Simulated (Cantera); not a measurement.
Feed: 1 mol Al2O3, 57 mol HCl, held at 0.170 bar.

These are equilibrium values from Cantera (NASA tables, ideal gas, pure condensed phases), not measurements of a reactor. Candidate condensed phases: Al, AlCl3, Al2O3, H2O; 29 gas species. The tables' values for AlCl2 are old estimates; treat these amounts as uncertain. Condensed phases not in the tables: AlOCl. Equilibrium is a limit: real reactors are often held back by kinetics, nucleation or transport.

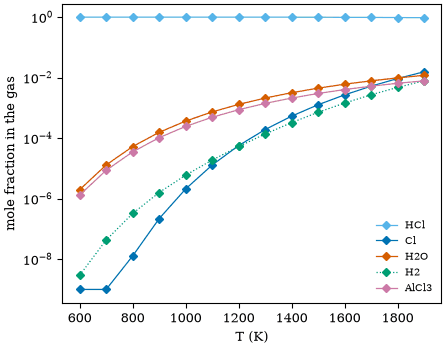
Figure: Equilibrium gas composition (values under 1e-9 drawn at 1e-9)

Problem. Read off the mole fractions at 1500 K.

Solution. HCl about 0.99, H2O about 0.0045, AlCl3 about 0.0030, Cl about 0.0013, H2 about 0.00072.
